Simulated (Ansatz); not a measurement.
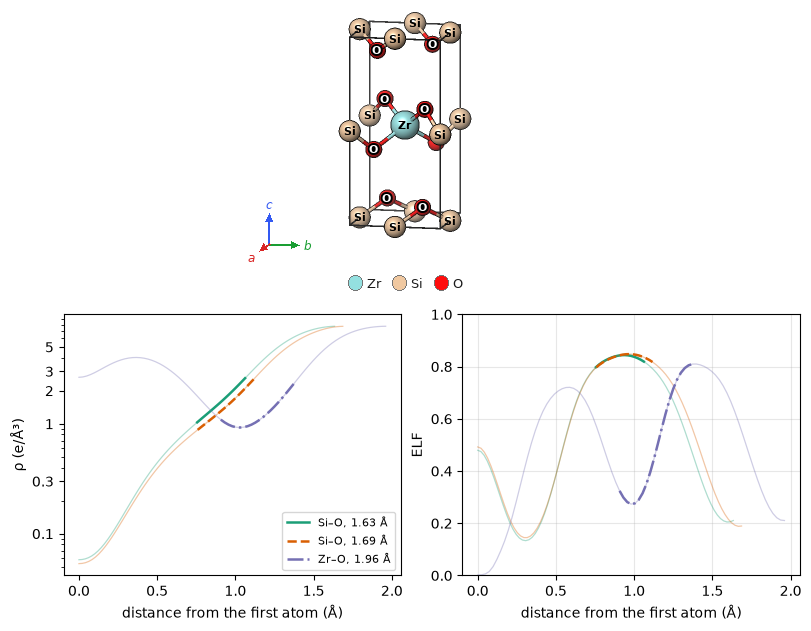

*ZrSi3O8. Valence pseudo-density and ELF along straight lines between neighbouring atoms. Thin, pale parts lie inside the atomic spheres. The structure is drawn too.*

Space group P-42m; a structure generated by program, which may or may not match a known phase.

Computed with Ansatz, DFT PBE, scalar-relativistic, plane waves, PAW.

Core electrons are frozen (PAW), and the valence fields are smoothed inside the atomic spheres.

```
Zr Si O
1.0
     4.25185    0.00000    0.00000
     0.00000    4.25185    0.00000
     0.00000    0.00000    8.76396
Zr Si O
1 3 8
Direct
  0.50000 0.50000 0.50000
  0.50000 0.00000 0.00000
  0.00000 0.50000 0.00000
  0.00000 0.00000 0.50000
  0.78247 0.21753 0.38829
  0.21753 0.78247 0.38829
  0.74947 0.25053 0.91282
  0.25053 0.74947 0.91282
  0.78247 0.78247 0.61171
  0.21753 0.21753 0.61171
  0.74947 0.74947 0.08718
  0.25053 0.25053 0.08718
```

### What can be read from the curves?

Si–O (1.63 Å): the density is about 1.2 e/Å³ at the midpoint; the ELF peaks at about 0.85 between the atoms; a shared but strongly polarised pair.
Si–O (1.69 Å): ρ is about 1.1 e/Å³ halfway; the ELF peaks at about 0.85 between the atoms, as expected for a polar covalent bond.
Zr–O (1.96 Å): ρ at the midpoint is about 0.95 e/Å³; the ELF peaks at about 0.80 in the valence shell of O, 0.6 Å from its nucleus, and drops to about 0.25 between the two atoms: no localised pair shows between them.
